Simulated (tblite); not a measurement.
# Geometry relaxation, with input and output: C5H9NOSi (part 1 of 4)

C5H9NOSi, computed with GFN2-xTB geometry optimisation, gas phase (tblite 0.8.0).

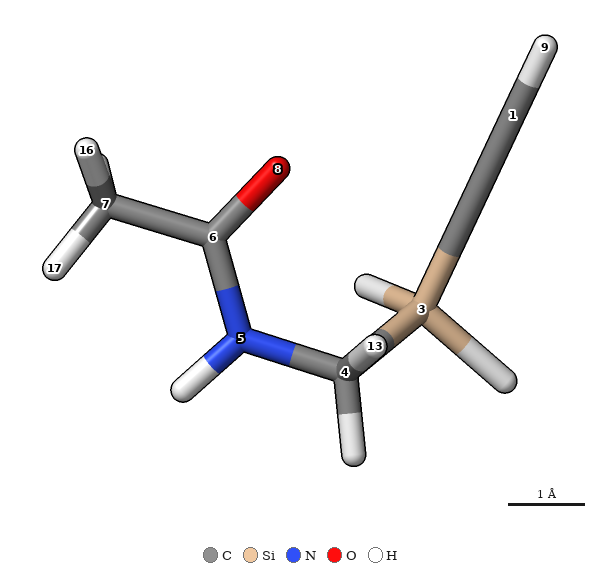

Fig. 1: The starting structure (stick view, seen on its broad side; atoms are numbered from 1 in the order of the input). Bond lengths as drawn: C–C 1.19 to 1.49 Å, C–H 1.07 to 1.13 Å, C–N 1.42 to 1.46 Å, C–O 1.28 Å, C–Si 1.84 to 1.86 Å, H–N 1.05 Å and H–Si 1.45 to 1.49 Å.

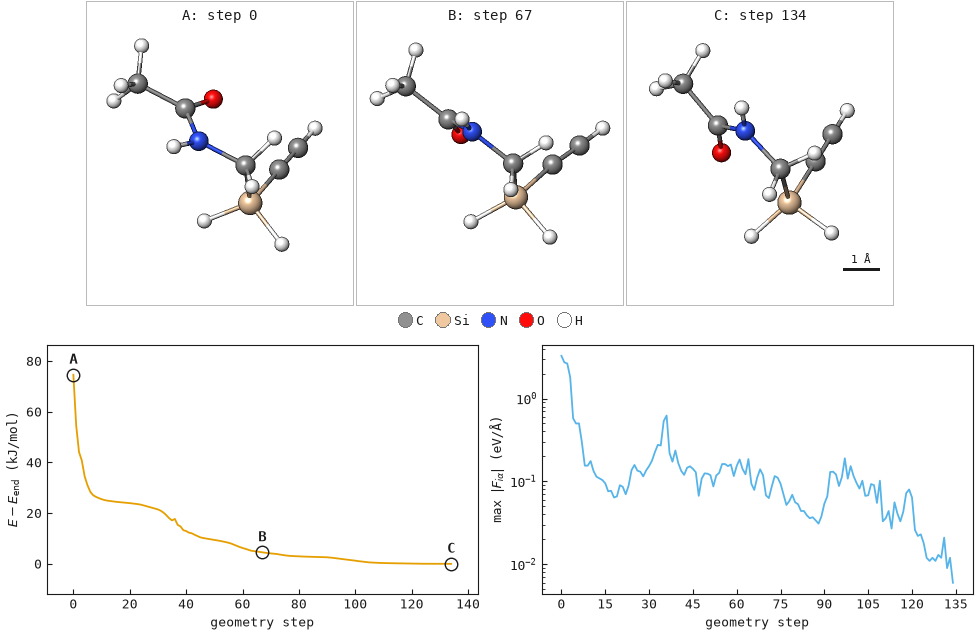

Fig. 2: Frames of the relaxation (ball-and-stick view, seen at a tilt) above the curves, on which the letters mark them (steps are counted from 0).

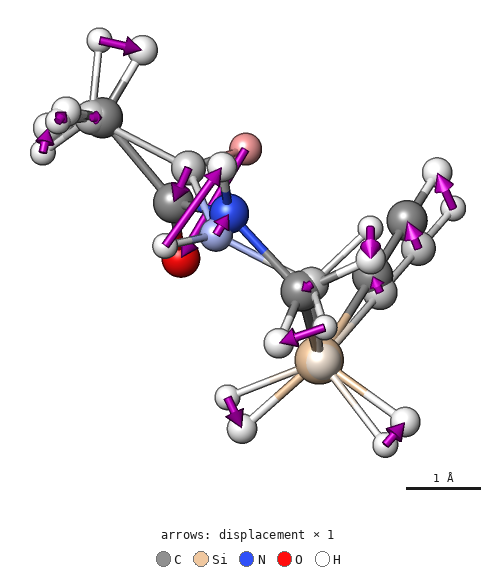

Fig. 3: Start (faint) and end (solid) with the displacements as pink arrows, at true length (ball-and-stick view, seen at a tilt). The two geometries are laid on each other by the best rigid fit. The atom that moves furthest after the best rigid fit is O8 (1.73 Å). Largest moves by element: O 1.73 Å, H 1.33 Å, C 0.52 Å, N 0.34 Å, Si 0.08 Å. Among the contacts that change: N5–C6 1.415 → 1.333 Å, Si3–C4 1.861 → 1.928 Å, C6–O8 1.275 → 1.223 Å, C7–H15 1.133 → 1.086 Å. Among the angles that change: C2–Si3–H10 108.3° → 120.6°, C2–Si3–H11 108.7° → 102.1°, C4–Si3–H11 105.0° → 99.5°. Over 134 geometry steps the energy falls by 74.6 kJ/mol. Largest force component: 3.3 eV/Å at the start, 0.006 eV/Å at the end. (Atoms are counted from 1 in the order of the input.)

The input that produced these results follows, with the program's output.

## The input
```
{"job": {"kind": "relax", "xc": "GFN2-xTB", "basis": "xTB"}, "charge": 0, "multiplicity": 1}
C     -2.417400     2.254700    -0.769500
C     -2.189600     1.185200    -0.289800
Si    -1.837700    -0.460700     0.454100
C     -0.598800    -1.406300    -0.562300
N      0.738000    -1.131500    -0.033500
C      1.292300     0.170400    -0.013300
C      2.661100     0.428000     0.514000
O      0.634000     1.175200    -0.440900
H     -2.619800     3.207400    -1.211300
H     -1.435500    -0.259800     1.831500
H     -3.084600    -1.284100     0.408000
H     -0.838000    -2.482200    -0.607000
H     -0.667300    -1.014400    -1.596000
H      1.347200    -1.907700     0.329000
H      2.566600     0.920600     1.529800
H      3.201800     1.119300    -0.131200
H      3.240600    -0.502000     0.578600
```

The first line tells a small driver script what to run in tblite; the rest is the geometry in Å.

Launch command:
```bash
OMP_NUM_THREADS=1 python <driver script> task.json out
```

## Log
```
step      E/eV     max force
  0    -650.78898    3.713
  1    -650.99628    3.495
  2    -651.10498    2.975
  3    -651.13993    2.097
  4    -651.20422    0.679
  5    -651.24055    0.657
  6    -651.26764    0.611
  7    -651.28142    0.303
  8    -651.28830    0.172
  9    -651.29351    0.207
 10    -651.29782    0.228
 11    -651.30141    0.145
 12    -651.30379    0.136
 13    -651.30546    0.121
 14    -651.30696    0.133
 15    -651.30843    0.111
 16    -651.30967    0.078
 17    -651.31068    0.077
 18    -651.31165    0.078
 19    -651.31277    0.081
 20    -651.31404    0.106
 21    -651.31535    0.098
 22    -651.31670    0.081
 23    -651.31832    0.101
 24    -651.32051    0.139
 25    -651.32343    0.161
 26    -651.32679    0.143
 27    -651.33000    0.165
 28    -651.33294    0.162
 29    -651.33596    0.147
 30    -651.33979    0.184
 31    -651.34523    0.243
 32    -651.35310    0.317
 33    -651.36357    0.340
 34    -651.37598    0.350
 35    -651.38465    0.601
 36    -651.37861    0.688
 37    -651.40286    0.226
 38    -651.40939    0.187
 39    -651.42462    0.260
 40    -651.42826    0.182
 41    -651.43480    0.167
 42    -651.43737    0.158
 43    -651.44334    0.220
 44    -651.44873    0.205
 45    -651.45382    0.168
 46    -651.45662    0.147
 47    -651.45854    0.097
 48    -651.46047    0.124
 49    -651.46263    0.160
 50    -651.46469    0.155
 51    -651.46652    0.128
 52    -651.46845    0.121
 53    -651.47074    0.150
 54    -651.47323    0.172
 55    -651.47604    0.207
 56    -651.47954    0.208
 57    -651.48400    0.189
 58    -651.48887    0.188
 59    -651.49354    0.171
 60    -651.49743    0.209
 61    -651.50083    0.203
 62    -651.50481    0.162
 63    -651.50848    0.169
 64    -651.51019    0.201
 65    -651.51157    0.130
 66    -651.51364    0.098
 67    -651.51528    0.153
 68    -651.51723    0.162
 69    -651.51846    0.142
 70    -651.51963    0.078
 71    -651.52060    0.084
 72    -651.52193    0.105
 73    -651.52384    0.142
 74    -651.52590    0.128
 75    -651.52756    0.121
 76    -651.52900    0.082
 77    -651.53010    0.072
 78    -651.53070    0.083
 79    -651.53118    0.095
 80    -651.53168    0.070
 81    -651.53230    0.054
 82    -651.53270    0.045
 83    -651.53306    0.046
 84    -651.53333    0.044
 85    -651.53369    0.040
 86    -651.53405    0.040
 87    -651.53434    0.046
 88    -651.53459    0.043
 89    -651.53493    0.057
 90    -651.53552    0.074
 91    -651.53645    0.084
 92    -651.53769    0.166
 93    -651.53908    0.173
 94    -651.54049    0.170
 95    -651.54201    0.100
 96    -651.54368    0.124
 97    -651.54528    0.200
 98    -651.54648    0.150
 99    -651.54788    0.159
100    -651.54934    0.123
101    -651.55116    0.110
102    -651.55245    0.094
103    -651.55401    0.107
104    -651.55538    0.092
105    -651.55649    0.092
106    -651.55713    0.118
107    -651.55774    0.109
108    -651.55829    0.069
109    -651.55876    0.110
110    -651.55914    0.039
111    -651.55942    0.043
112    -651.55963    0.052
113    -651.55983    0.032
114    -651.56006    0.065
115    -651.56029    0.057
116    -651.56049    0.036
117    -651.56072    0.048
118    -651.56100    0.094
119    -651.56124    0.100
120    -651.56146    0.079
121    -651.56163    0.028
122    -651.56176    0.028
123    -651.56189    0.024
124    -651.56198    0.018
125    -651.56204    0.015
126    -651.56208    0.012
127    -651.56211    0.017
128    -651.56214    0.015
129    -651.56218    0.018
130    -651.56221    0.012
131    -651.56224    0.022
132    -651.56227    0.012
133    -651.56228    0.014
134    -651.56229    0.008
```

## Trajectory as extended XYZ (Å, eV, eV/Å), 48 of the 135 frames kept, from step=0 to step=134
```
17
Properties=species:S:1:pos:R:3:forces:R:3 step=0 energy=-650.78898
C    -2.4174    2.2547   -0.7695   -0.3610   1.3200  -0.6270
C    -2.1896    1.1852   -0.2898    0.0230  -0.7050   0.2800
Si   -1.8377   -0.4607    0.4541   -1.5150   0.4610   0.3910
C    -0.5988   -1.4063   -0.5623    0.8480  -0.0660  -0.6650
N     0.7380   -1.1315   -0.0335    2.1510   1.0070   0.3810
C     1.2923    0.1704   -0.0133   -3.1230   1.2550  -1.5680
C     2.6611    0.4280    0.5140    0.4130  -0.5050   1.0740
O     0.6340    1.1752   -0.4409    1.3640  -3.2690   1.1030
H    -2.6198    3.2074   -1.2113    0.1450  -0.5360   0.2690
H    -1.4355   -0.2598    1.8315    0.2170  -0.0640   0.3020
H    -3.0846   -1.2841    0.4080    0.1910   0.2170   0.0330
H    -0.8380   -2.4822   -0.6070    0.5860   0.4270   0.1620
H    -0.6673   -1.0144   -1.5960    0.2490  -0.2650   0.2830
H     1.3472   -1.9077    0.3290   -1.0160   1.1000  -0.6210
H     2.5666    0.9206    1.5298    0.1550  -0.6440  -1.0560
H     3.2018    1.1193   -0.1312   -0.2500  -0.0040   0.0120
H     3.2406   -0.5020    0.5786   -0.0770   0.2690   0.2480
17
Properties=species:S:1:pos:R:3:forces:R:3 step=3 energy=-651.13993
C    -2.4243    2.2710   -0.7780    0.1980  -1.3590   0.5980
C    -2.1957    1.1840   -0.2903   -0.4430   1.2750  -0.5840
Si   -1.8782   -0.4517    0.4645   -0.0020   0.0290   0.0840
C    -0.5675   -1.3969   -0.5673    0.0820   0.3760   0.2010
N     0.7754   -1.1026   -0.0380   -0.0860  -0.2220  -0.2990
C     1.2684    0.1542   -0.0225   -0.8440   1.8050  -0.6550
C     2.6616    0.4125    0.5297   -0.0590  -0.2560  -0.2290
O     0.6222    1.1349   -0.4386    0.5760  -1.7920   0.5410
H    -2.6167    3.2002   -1.2072   -0.0280   0.3620  -0.1580
H    -1.4277   -0.2625    1.8422    0.0830  -0.0790   0.0890
H    -3.0831   -1.2786    0.4093   -0.1920  -0.0470   0.0180
H    -0.8112   -2.4678   -0.5998    0.6280   0.2830   0.1990
H    -0.6550   -1.0226   -1.5915    0.2750  -0.0510   0.0050
H     1.3231   -1.8761    0.3127   -0.0410   0.1660  -0.0650
H     2.5712    0.8993    1.5014    0.0040  -0.2010  -0.0450
H     3.1890    1.1139   -0.1265   -0.2650  -0.1550   0.0780
H     3.2415   -0.4991    0.5901    0.1140  -0.1350   0.2210
17
Properties=species:S:1:pos:R:3:forces:R:3 step=6 energy=-651.26764
C    -2.4324    2.2694   -0.7789   -0.1490   0.3990  -0.1820
C    -2.2162    1.1949   -0.2956   -0.1160  -0.2890   0.1580
Si   -1.8916   -0.4422    0.4715    0.0920   0.0430   0.0110
C    -0.5552   -1.3649   -0.5541   -0.1120   0.0280  -0.0790
N     0.7854   -1.0940   -0.0641    0.1000  -0.0310  -0.0270
C     1.2623    0.1696   -0.0320    0.0350  -0.3890  -0.0090
C     2.6542    0.3899    0.5190    0.0260   0.0070   0.0540
O     0.5920    1.0890   -0.4406   -0.3200   0.5010  -0.1430
H    -2.6144    3.2105   -1.2111    0.0240   0.0250  -0.0160
H    -1.4189   -0.2698    1.8521    0.0000  -0.0560  -0.0250
H    -3.0983   -1.2794    0.4116   -0.0480   0.0280   0.0250
H    -0.7498   -2.4396   -0.5791    0.2870   0.0740   0.2010
H    -0.6281   -1.0280   -1.5913    0.0880   0.0920  -0.0320
H     1.3167   -1.8567    0.3047    0.1770  -0.1920   0.1030
H     2.5721    0.8742    1.4894   -0.0710  -0.0950   0.1090
H     3.1665    1.1006   -0.1217    0.0380  -0.0110  -0.1450
H     3.2487   -0.5114    0.6103   -0.0510  -0.1340  -0.0020
17
Properties=species:S:1:pos:R:3:forces:R:3 step=9 energy=-651.29351
C    -2.4444    2.2779   -0.7834   -0.0390  -0.0850   0.0450
C    -2.2413    1.1982   -0.2942   -0.1450   0.1260  -0.0240
Si   -1.8915   -0.4355    0.4740   -0.0040   0.0180  -0.0670
C    -0.5518   -1.3518   -0.5550    0.1360  -0.0710  -0.0130
N     0.7963   -1.0975   -0.0755    0.0430  -0.0070   0.0450
C     1.2548    0.1674   -0.0422    0.0170   0.1370   0.0140
C     2.6511    0.3824    0.5166   -0.0390   0.0310  -0.0230
O     0.5695    1.0915   -0.4429    0.1420  -0.1080   0.1050
H    -2.6121    3.2206   -1.2160   -0.0020   0.0370  -0.0260
H    -1.4150   -0.2781    1.8542    0.0040  -0.0320  -0.0170
H    -3.1056   -1.2751    0.4153    0.0700   0.0720   0.0250
H    -0.7035   -2.4268   -0.5531   -0.0230  -0.1160   0.0550
H    -0.6112   -1.0211   -1.5949   -0.0080   0.0410  -0.0120
H     1.3273   -1.8616    0.3087    0.0070   0.0530  -0.0160
H     2.5653    0.8556    1.4940   -0.0550  -0.0460   0.0090
H     3.1616    1.0921   -0.1312    0.0510  -0.0650  -0.0070
H     3.2434   -0.5260    0.6158   -0.1550   0.0140  -0.0920
17
Properties=species:S:1:pos:R:3:forces:R:3 step=11 energy=-651.30141
C    -2.4533    2.2819   -0.7848   -0.0330  -0.0390   0.0230
C    -2.2606    1.2023   -0.2921   -0.0730   0.0540  -0.0100
Si   -1.8887   -0.4320    0.4688    0.0630   0.0220  -0.0600
C    -0.5427   -1.3558   -0.5582    0.0210  -0.0120   0.0550
N     0.8029   -1.0991   -0.0744    0.0280   0.0580   0.0070
C     1.2552    0.1696   -0.0432    0.0580   0.0650   0.0740
C     2.6482    0.3846    0.5156    0.0120  -0.0260  -0.0120
O     0.5711    1.0957   -0.4375    0.0200  -0.1160   0.0440
H    -2.6115    3.2260   -1.2194   -0.0190   0.0180  -0.0130
H    -1.4143   -0.2835    1.8520    0.0090  -0.0140  -0.0390
H    -3.1017   -1.2675    0.4187    0.0280   0.0240   0.0070
H    -0.6918   -2.4332   -0.5396   -0.0460  -0.0190  -0.0430
H    -0.6073   -1.0142   -1.5972    0.0270  -0.0870   0.0630
H     1.3351   -1.8640    0.3113   -0.0260   0.1330  -0.0520
H     2.5577    0.8470    1.4989   -0.0030  -0.0110  -0.0620
H     3.1667    1.0852   -0.1371    0.0170  -0.0380   0.0740
H     3.2280   -0.5309    0.6083   -0.0830  -0.0120  -0.0550
17
Properties=species:S:1:pos:R:3:forces:R:3 step=14 energy=-651.30696
C    -2.4644    2.2859   -0.7858   -0.0320   0.0530  -0.0220
C    -2.2807    1.2068   -0.2902    0.0070  -0.0310   0.0070
Si   -1.8815   -0.4267    0.4603   -0.0070   0.0220   0.0100
C    -0.5348   -1.3587   -0.5545   -0.0330   0.0060   0.0170
N     0.8088   -1.0939   -0.0743   -0.0240  -0.0130   0.0020
C     1.2592    0.1735   -0.0377   -0.0550  -0.0240  -0.0250
C     2.6480    0.3829    0.5146    0.0160  -0.0250   0.0110
O     0.5690    1.0928   -0.4308   -0.0830   0.1040   0.0000
H    -2.6136    3.2311   -1.2227   -0.0390  -0.0020   0.0030
H    -1.4121   -0.2886    1.8460    0.0260   0.0120  -0.0310
H    -3.0961   -1.2598    0.4214    0.0220   0.0010  -0.0130
H    -0.6864   -2.4371   -0.5343   -0.0150   0.0330  -0.0210
H    -0.6005   -1.0201   -1.5927    0.0250  -0.0840  -0.0020
H     1.3407   -1.8547    0.3092    0.0670  -0.0150   0.0180
H     2.5532    0.8401    1.4971    0.0460   0.0230   0.0220
H     3.1730    1.0780   -0.1341    0.0480   0.0310   0.0260
H     3.2111   -0.5394    0.5985    0.0300  -0.0890  -0.0020
17
Properties=species:S:1:pos:R:3:forces:R:3 step=17 energy=-651.31068
C    -2.4762    2.2906   -0.7870   -0.0110  -0.0130   0.0050
C    -2.2949    1.2109   -0.2905    0.0290   0.0340  -0.0340
Si   -1.8772   -0.4196    0.4549   -0.0450   0.0070   0.0130
C    -0.5329   -1.3602   -0.5494    0.0140  -0.0100  -0.0460
N     0.8103   -1.0912   -0.0731   -0.0040  -0.0060   0.0250
C     1.2546    0.1782   -0.0369   -0.0110   0.0340  -0.0130
C     2.6495    0.3777    0.5143   -0.0250   0.0020  -0.0140
O     0.5592    1.0986   -0.4231    0.0160  -0.0100   0.0540
H    -2.6218    3.2353   -1.2251   -0.0550   0.0110   0.0010
H    -1.4059   -0.2899    1.8377    0.0430   0.0360   0.0200
H    -3.0891   -1.2545    0.4212   -0.0070  -0.0200  -0.0190
H    -0.6861   -2.4367   -0.5332   -0.0150  -0.0320   0.0580
H    -0.5923   -1.0370   -1.5905   -0.0080   0.0000  -0.0770
H     1.3528   -1.8469    0.3087    0.0180   0.0000  -0.0070
H     2.5575    0.8372    1.4973    0.0530  -0.0430   0.0090
H     3.1839    1.0754   -0.1262    0.0130  -0.0290   0.0130
H     3.2015   -0.5558    0.5908   -0.0080   0.0400   0.0140
```
